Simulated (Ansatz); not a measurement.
System: Mg4Se.

```cif
data_structure
_symmetry_space_group_name_H-M 'P 1'
_symmetry_Int_Tables_number 1
_cell_length_a 3.5557
_cell_length_b 3.5557
_cell_length_c 20.8608
_cell_angle_alpha 90.000
_cell_angle_beta 90.000
_cell_angle_gamma 120.000
_cell_volume 228.40
loop_
_atom_site_label
_atom_site_type_symbol
_atom_site_fract_x
_atom_site_fract_y
_atom_site_fract_z
_atom_site_occupancy
Mg1 Mg 0.00000 0.00000 0.00000 1
Mg2 Mg 0.66667 0.33333 0.15858 1
Mg3 Mg 0.33333 0.66667 0.84142 1
Mg4 Mg 0.66667 0.33333 0.61316 1
Mg5 Mg 0.00000 0.00000 0.50000 1
Mg6 Mg 0.33333 0.66667 0.38684 1
Mg7 Mg 0.00000 0.00000 0.27340 1
Mg8 Mg 0.00000 0.00000 0.72660 1
Se1 Se 0.66667 0.33333 0.92054 1
Se2 Se 0.33333 0.66667 0.07946 1
```

Space group P-3m1; a generated structure, not necessarily the stable one; changed on purpose from its base cell (volume × 0.94, shape and atoms relaxed); computed pressure about 2 GPa in this cell.

These are results of Ansatz, DFT PBE, scalar-relativistic, plane waves, PAW, not measurements.

What can the converged valence pseudo-density and electron localisation function tell about the bonding?

Mg–Se (2.63 Å): ρ at the midpoint is about 0.29 e/Å³; the ELF is about 0.75 at the midpoint.

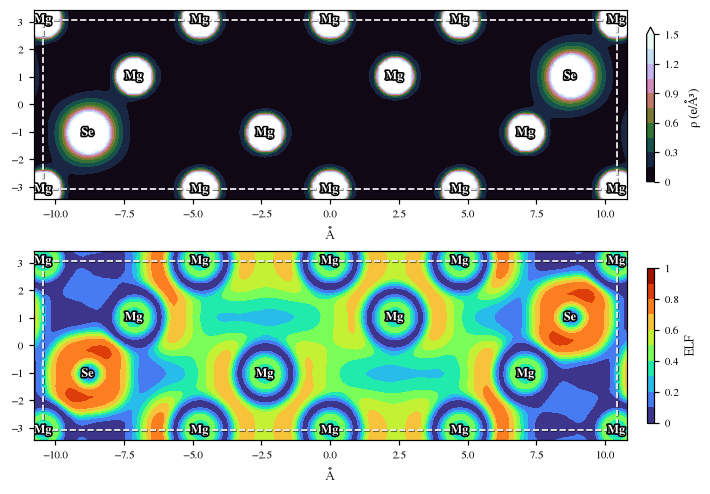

Computed valence pseudo-density and electron localisation function on the (110) plane of the conventional cell, in this order. 
